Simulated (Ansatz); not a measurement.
Cost and result by functional for the adsorption energy of OH on the 1x1 (101) surface of anatase TiO2 (cut with top plane O), one in a 2x1 cell, started at the site 'hollow O-O-O over O at depth 4.4 Å', in Ansatz (plane waves, PAW). Single points on the PBE structure, on one kind of machine; costs are rough ratios of the slab run's core time (references not counted) to the cheapest single point. r2SCAN's cost holds its higher cutoff (500 against 420 eV). Differences are taken against r2SCAN for comparison alone: no measured value is at hand, so the table doesn't rank accuracy. The points keep PBE's geometry, so the relaxation of a polaron and the settling of charge on one site are left out.

Host crystal: anatase TiO2, with a band gap (PBE, scalar-relativistic without spin-orbit coupling).

Model: 38-atom slab, 9.4 Å thick at the start under the adsorbate (thin: gaps and levels are the slab's own), 3x4x1 mesh, Fermi-Dirac 0.01 eV, dipole correction, 14 atoms held, the rest relaxed; no symmetry held; spin-polarised, ending with about 1.0 μB a cell; orders that need a larger cell were not tried, no spin-orbit, no U, no dispersion correction. At the end it is bonded to Ti. In PBE this state lies 0.06 eV over the lowest of the starts that converged ('top O #2'). These notes are the PBE run's. r2SCAN: The program's check for a lower electronic state was not made. Adsorption energies are against H2O(g) − ½ H2(g). A negative adsorption energy means that the adsorbate is more stable on the surface than in its reference.

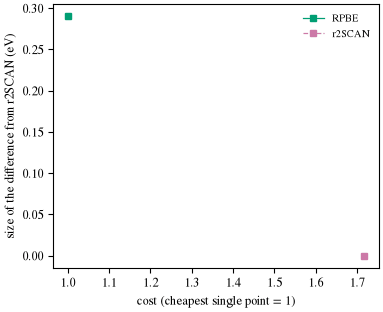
Fig. 1. Difference from r2SCAN against cost

```csv
functional,relative cost,adsorption energy (eV),less r2SCAN (eV)
RPBE,1,2.46,0.29
r2SCAN,2,2.17,0.00
PBE (the relaxed run's value),–,2.35,0.18
```

The values span 0.29 eV, while the single points' costs differ by a factor of roughly 2. Differences are of unrounded values.

Ansatz is a quantum-chemistry and plane-wave program.
